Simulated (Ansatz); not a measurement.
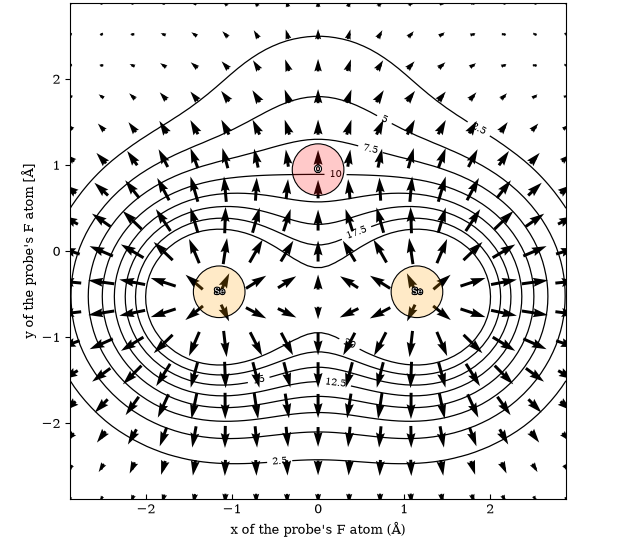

Energy landscape of OSe₂ (SMILES o1[se][se]1) with the probe HF. The probe is moved over a plane parallel to the molecule's main plane, 2.30 Å above it. The first coordinate is: x of the probe's F atom; the second: y of the probe's F atom. Nothing is relaxed (molecule and probe rigid, the probe upright with F nearest the plane). The scan uses a 17 × 17 grid; 153 points were computed and 136 follow by symmetry. Points are written as (first, second). Energies: kcal/mol, counted from the lowest grid point. These are results of Ansatz 0.2.0, RHF/def2-SVPD, not measurements.

The picture shows contour lines labelled in kcal/mol (none above 20), dots at the grid points, arrows along the force (downhill), their lengths compressed, labelled circles for the molecule's atoms, projected on the plane. Between grid points the surface is interpolated. 

**Describe this landscape.**

The lowest grid point is at (−2.88 Å, −2.88 Å). It lies at the edge of the scanned range, so the true minimum may lie outside. The energy also falls towards the edge at (−2.88 Å, 2.16 Å) (0.49 kcal/mol above the lowest) and (2.88 Å, 2.16 Å) (0.49 kcal/mol above the lowest), where a further well may lie outside the range. The highest grid point, (−1.08 Å, −0.72 Å), lies 29.8 kcal/mol above the lowest.

The input of one point:

```yaml
crystal:
  periodic: [false, false, false]
  atoms:
    - { symbol: O, position_ang: [-4.0e-06, 0.945909, 0.0] }
    - { symbol: Se, position_ang: [1.149045, -0.472952, 0.0] }
    - { symbol: Se, position_ang: [-1.149041, -0.472957, 0.0] }
    - { symbol: F, position_ang: [2.88, -2.88, 2.3] }
    - { symbol: H, position_ang: [2.88, -2.88, 3.199904] }
basis:
  gaussian: { orbitals: def2-SVPD }
hamiltonian:
  xc: hf
output:
  forces: true
```

Each point was launched as `ansatz run input.yaml --threads 1 --pin off --max-ram 2560MiB --backend cpu --events-out ev --progress --plain --runs-dir out`. The whole map (153 points run) took 16 min on 1 thread of Arm Neoverse V2, on a shared host.
